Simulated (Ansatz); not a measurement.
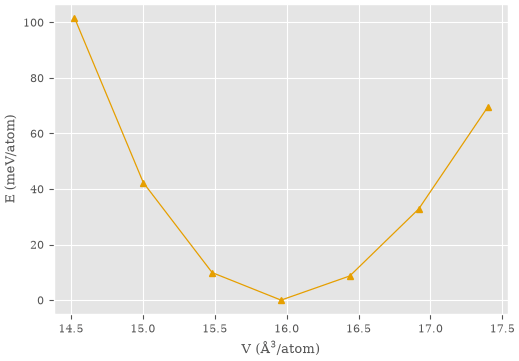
AgW in space group Pmma (No. 51; W on 2e, Ag on 2f) under volume change, plane-wave PAW PBEsol (Ansatz code), shape and atoms relaxed at each volume.

Question: What does a third-order Birch–Murnaghan fit give for V₀, B₀ and B′?

Answer: V₀ = 15.96 Å³/atom, B₀ = 206 GPa, B′ = 5.3.

The start of the workflow was typed in or built on a structure type; neither database checked (COD, Materials Project) lists it. Whether it is the stable phase at ambient conditions was not checked. The cell was relaxed with PBEsol under the symmetry of its start. At this level the phase is dynamically unstable (imaginary phonons). The run is not spin-polarised. Its formation energy is positive at this level, so the cell may be metastable or incomplete. Spin–orbit coupling is left out wherever it is not named.

Potentials: the earlier of the program's two PAW sets. The files were generated under PBE; for other functionals the program regenerates the frozen cores, and for LDA and PBEsol the local potential too.
